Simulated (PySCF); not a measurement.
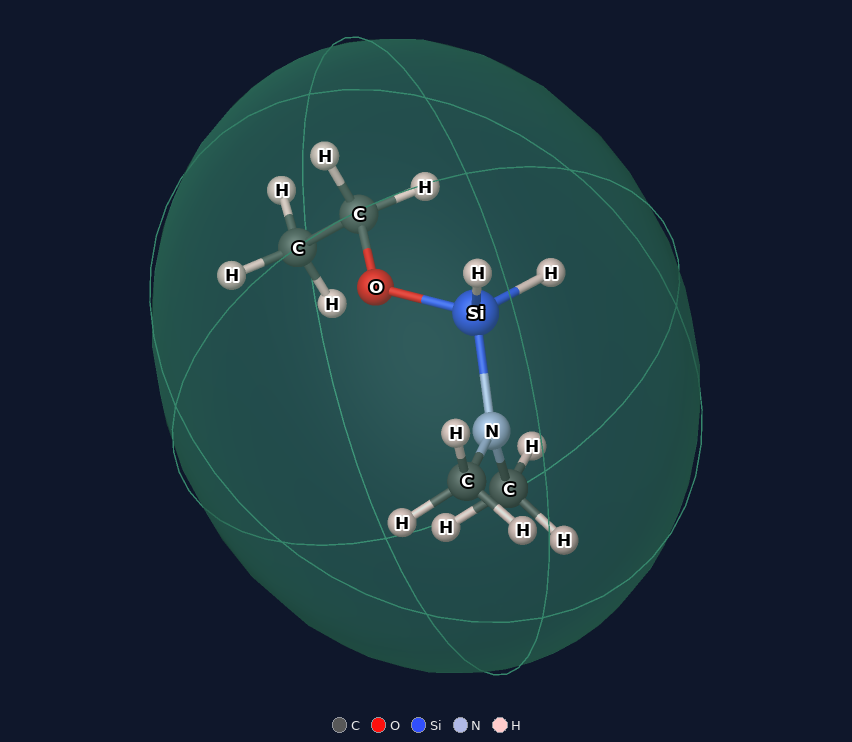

The ellipsoid shows the static dipole polarisability: its half-axes are proportional to the principal values. Computed geometry: PBE0-D3(BJ)/def2-SVP optimisation. No frequency run is at hand to confirm it as a minimum. Computed with CAM-B3LYP/def2-SVPD (PySCF 2.14.0).

Question. Give the principal values, the mean and the anisotropy.

Answer. Principal values 79.4, 86.8, 101.5 bohr³; mean 89.2 bohr³ (13.22 Å³); anisotropy 19.5 bohr³, so the longest axis is 1.28 times the shortest.
